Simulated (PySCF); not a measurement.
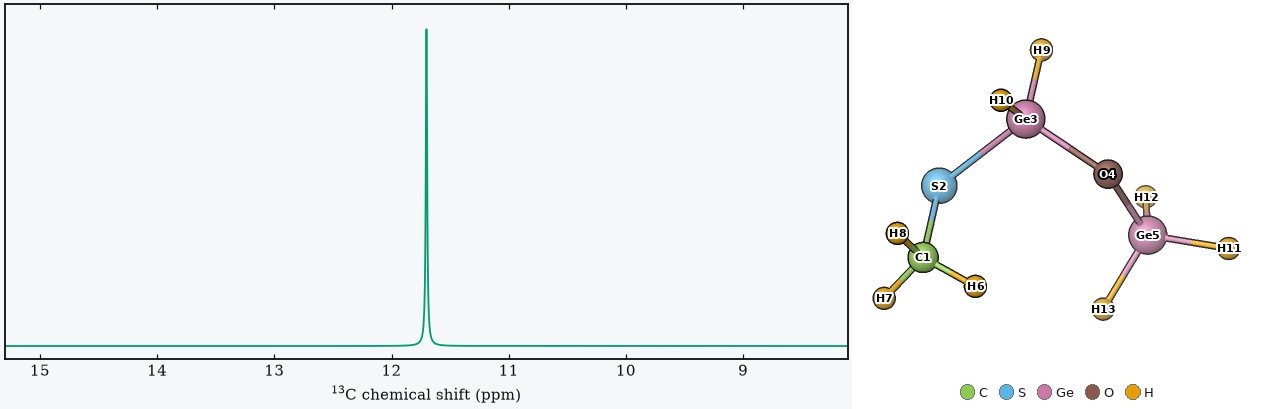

Spectrum and numbered structure of CH₈Ge₂OS, SMILES C[S][GeH2][O][GeH3], singlet. GIAO shifts, LC-wPBE/pcSseg-1, PySCF 2.14.0, at a PBE0-D3(BJ)/def2-SVP geometry (no frequency check), against TMS for ¹³C computed at the same level. Gas phase, fully decoupled, line heights follow the number of nuclei, widths are arbitrary (no quadrupolar broadening); values of one conformer, averaged over methyl-type rotors and exact or near symmetry; other conformers aren't averaged in.

Question: Where does the ¹³C line lie?

Answer: At 11.7 ppm (C1).

Note: relativity, spin-orbit coupling included, is left out, which matters for Ge nuclei and their neighbours.
